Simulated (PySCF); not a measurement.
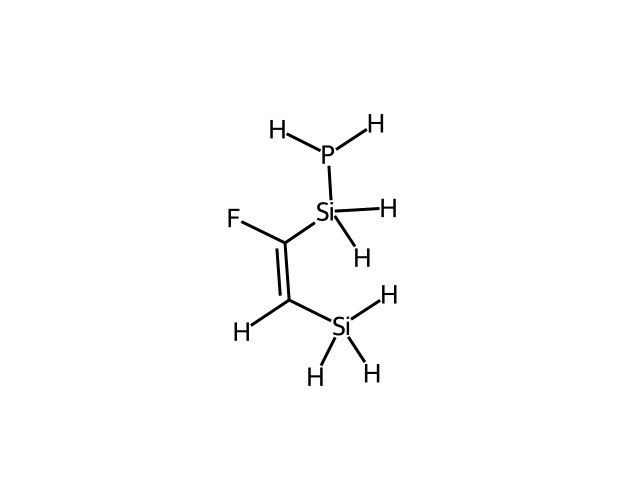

The computed structure is the end point of a GFN2-xTB optimisation. No frequency run is at hand to confirm it as a minimum. Level of theory: PBE0/pcSseg-1, gas phase (PySCF 2.14.0).

Computed properties:

The species is C2H8FPSi2 (`F/C(=C/[SiH3])[SiH2]P`).
- dipole moment: 0.97 D
- HOMO energy (Kohn–Sham orbital): −7.57 eV
- LUMO energy (Kohn–Sham orbital): −1.03 eV
- HOMO–LUMO gap: 6.54 eV

The geometry is semi-empirical. Around P, Si such bond lengths and angles can be off by a tenth of an ångström or more and by several degrees, and values that hang on the shape move with them.
